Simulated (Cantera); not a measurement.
Feed: 1 mol borazine, 13 mol H2O, held at 0.520 bar.

Equilibrium computed with Cantera from the NASA thermochemical tables; the gas is ideal and each condensed phase is pure. Candidate condensed phases: B, BN, B2O3, B3O3H3, H2O; 39 gas species. The feed counts by its element totals alone. Gases not in the tables: H3BO3. Kinetics and transport are ignored.

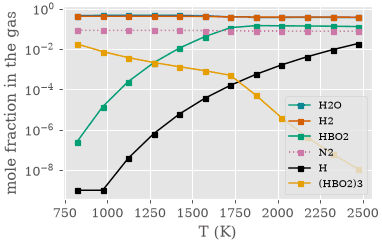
Fig. 1. Equilibrium gas composition (values under 1e-9 drawn at 1e-9)

From 823 K to 1723 K the condensed part is B2O3(l). From 1873 K to 2473 K nothing is condensed.
